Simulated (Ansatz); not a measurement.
## Electronic structure of Cl₂FSi (SMILES F[Si-](Cl)Cl) (charge −1) in real space

Input

```
crystal:
  periodic: [false, false, false]
  atoms:
    - { symbol: F, position_ang: [1.73706, -1.13898, -0.58994] }
    - { symbol: Si, position_ang: [0.16297, -0.67669, -0.34737] }
    - { symbol: Cl, position_ang: [-0.63319, -1.84128, -2.04091] }
    - { symbol: Cl, position_ang: [0.39124, 1.27891, -1.33729] }
total_charge: -1
basis:
  gaussian: { orbitals: def2-TZVP }
hamiltonian:
  xc: pbe0
  dispersion: d4
relax:
  f_tol: 0.015
  max_steps: 40
output:
  orbitals: {}
```

Run with:

```sh
ansatz run input.yaml --threads 2 --pin off --max-ram 3072MiB --backend cpu --events-out ev --progress --plain --runs-dir out
```

The fields are those of the relaxed geometry.

Computed with RKS PBE0-D4/def2-TZVP (Ansatz).

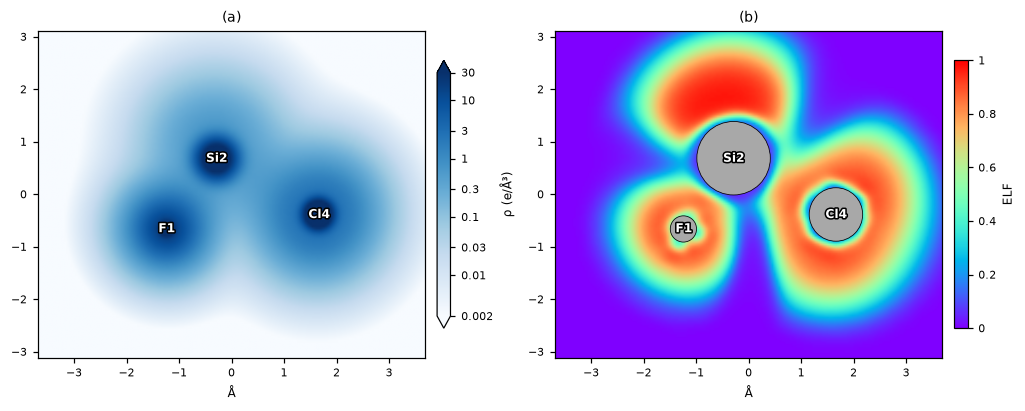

Figure 1. (a) electron density; (b) electron localisation function on the plane of atoms F1, Si2 and Cl4. Grey discs cover the atomic cores in the ELF map.

Question: What does the map show?

Answer: The plane passes through F, Si and Cl nuclei. Si–F (1.65 Å): ρ is about 1 e/Å³ halfway; the ELF peaks at about 0.85 in the valence shell of F, 0.6 Å from its nucleus, and is about 0.55 at the midpoint. Si–Cl (2.22 Å): the density is about 0.65 e/Å³ at the midpoint, with its minimum of 0.5 e/Å³ about 0.8 Å from Si; the ELF peaks at about 0.85 between the atoms: a polar covalent bond. The ELF also peaks beside F1, Cl4 and Si2, away from the bonds: lone-pair regions.

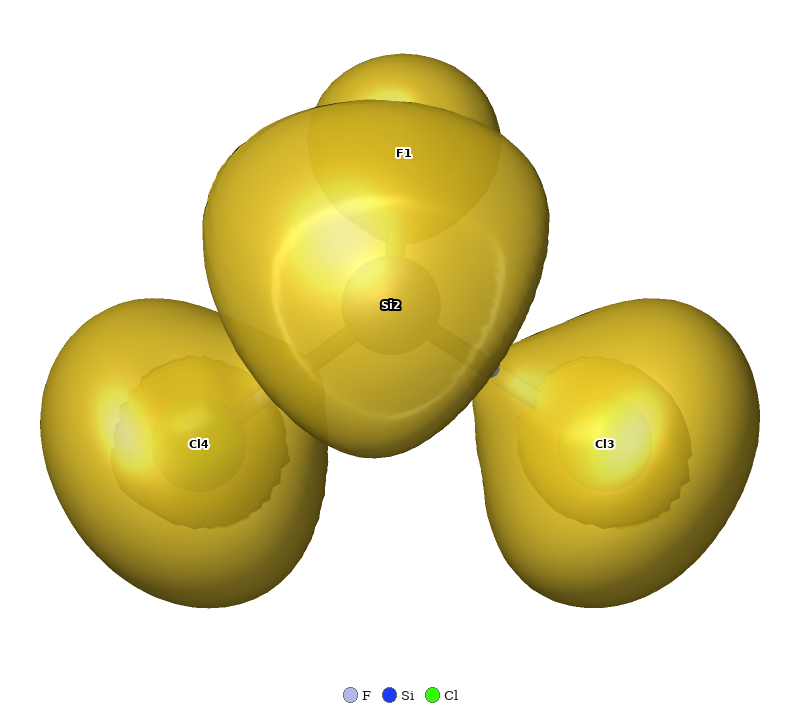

Figure 2. Isosurface of the ELF at 0.75 (yellow), seen across its widest extent. Core shells and regions of very low density are left out.

Question: What do the ELF domains correspond to?

Answer: The surface consists of two regions on Cl in which the atom's valence shell and bonds are merged, one lobe on Si, pointing away from the bonds (lone pairs) and one region wrapped around F (its lone pairs, merged into a ring or cap).

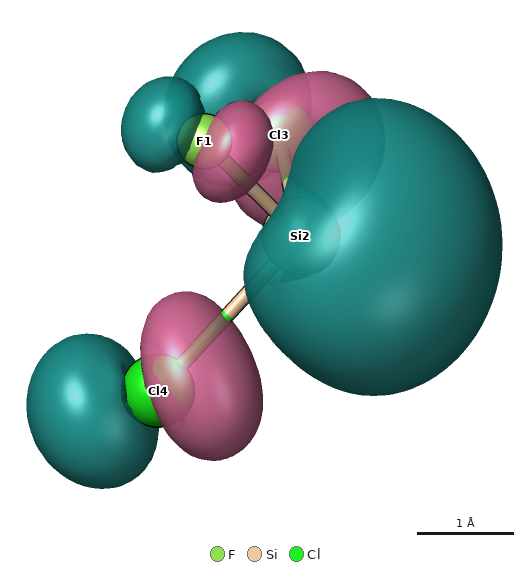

Figure 3. The HOMO at ±0.1 Å⁻³ᐟ² (teal and pink are the two phases), seen at an oblique angle.

Question: Describe this orbital and give its energy.

Answer: Its weight (Hirshfeld) is mainly on Si2 (about 65 %), Cl3 (about 15 %), Cl4 (about 15 %) and F1 (about 5 %). Its energy is −1.36 eV.
